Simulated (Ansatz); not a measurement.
Relaxed MoS2 (2H-MoS2 type, space group P6_3/mmc):

```
CELL_PARAMETERS angstrom
      3.17320     0.00000     0.00000
     -1.58660     2.74807     0.00000
      0.00000     0.00000    12.43700
ATOMIC_POSITIONS crystal
  Mo 0.33333 0.66667 0.25000
  Mo 0.66667 0.33333 0.75000
  S  0.33333 0.66667 0.62490
  S  0.66667 0.33333 0.12490
  S  0.66667 0.33333 0.37510
  S  0.33333 0.66667 0.87510
```

Scan: atom 4 (S, nearest neighbour Mo at 2.404 Å; its periodic images, 3.2 Å or more away, move with it) is displaced along Cartesian [110], direction (0.707, 0.707, 0.000) in Cartesian axes, by s. The other atoms stay.

Level of theory: r2SCAN+rVV10 (plane waves to 500 eV, PAW, scalar-relativistic; Ansatz, a first-principles code). k mesh 10×10×3 (Γ-centred), Fermi-Dirac smearing 0.05 eV. The energy includes the smearing's −TS. MoS2 is run without spin polarisation. MoS2 was relaxed with its symmetry unable to fall. The PAW data are Ansatz's earlier set. ΔE is measured from the undisplaced structure.

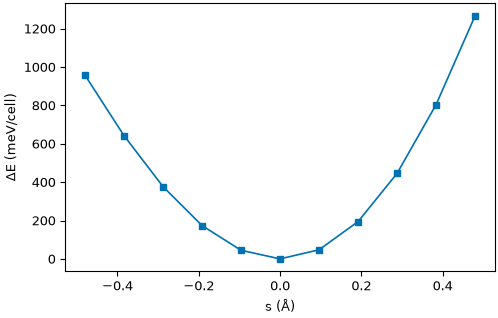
Figure: ΔE (meV/cell) against s (Å); markers are the computed points, lines only join them.

**Question.** Is the energy the same for displacements of ±0.480 Å, and if not, which side lies higher?

**Answer.** Not even: the positive side lies higher at ±0.480 Å.

**Question.** What is the energy change at s = 0.480 Å?

**Answer.** About 1300 meV/cell.

(A displaced cell: forces are minus the slopes of the energy, force constants its curvatures, and phonons follow from these.)
